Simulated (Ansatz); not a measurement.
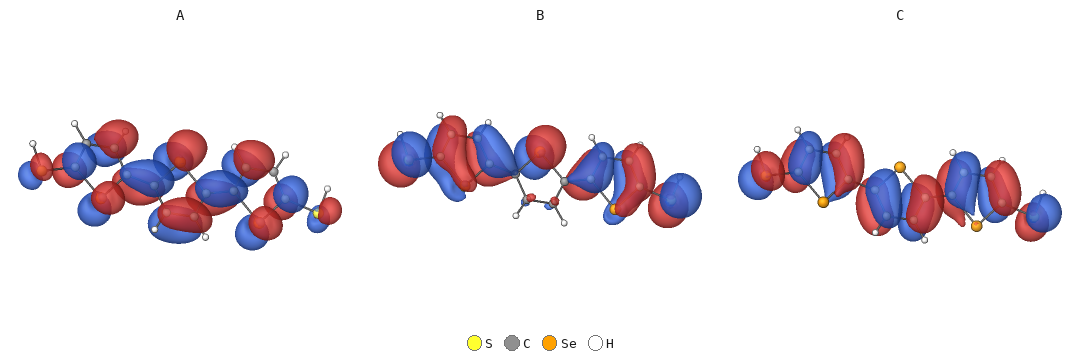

C$_{12}$H$_{8}$S$_{2}$Se$_{3}$ (SMILES Sc1ccc(-c2ccc(-c3ccc(S)[se]3)[se]2)[se]1). Three frontier orbitals at ±0.06 Å⁻³ᐟ² (red and blue are the two phases), in no order.

Geometry: PBE-D4/def2-SVP; not at a stationary point (largest force 0.8 eV/Å).

All numbers below come from RKS PBE0-D4/def2-TZVP in Ansatz 0.2.0.

```xyz
25

S    -6.6989    0.0828   -2.2871
C    -5.1230   -0.1660   -1.5465
C    -4.7238   -1.0927   -0.5967
C    -3.3564   -1.0106   -0.2111
C    -2.5970   -0.0223   -0.8263
C    -1.2100    0.3078   -0.6503
C    -0.4601    1.3170   -1.2501
C     0.9030    1.3915   -0.8701
C     1.3335    0.4471    0.0590
C     2.6370    0.2655    0.6349
C     3.0778   -0.6887    1.5442
C     4.4449   -0.6125    1.9319
C     5.1653    0.4158    1.3456
S     6.8563    0.8606    1.5372
Se    4.0762    1.4291    0.1811
Se   -0.1124   -0.6881    0.5379
Se   -3.6849    0.9501   -2.0518
H    -7.3103   -0.9417   -1.6284
H    -5.4169   -1.8345   -0.1732
H    -2.9208   -1.6907    0.5369
H    -0.9054    2.0149   -1.9756
H     1.5861    2.1494   -1.2833
H     2.4030   -1.4633    1.9398
H     4.9008   -1.3171    2.6430
H     7.1359   -0.1035    2.4591
```

**Order the three orbitals by energy and name them.**

B is the HOMO−1 (−6.29 eV). It lies mainly on S1 (about 15 %), S14 (about 15 %), Se16 (about 10 %), C5 (about 10 %), C10 (about 10 %), C13 (about 5 %) and C2 (about 5 %). C is the HOMO (−5.26 eV). No atom holds more than about 10 % of it (Hirshfeld); by element the shares are C 75 %, S 15 % and Se 5 %. A is the LUMO (−2.16 eV). Its weight (Hirshfeld) is mainly on Se16 (about 10 %), C6 (about 10 %), C9 (about 10 %), C4 (about 5 %), C11 (about 5 %), C13 (about 5 %) and C2 (about 5 %).

**What is the HOMO–LUMO gap?**

3.10 eV between the orbital energies.
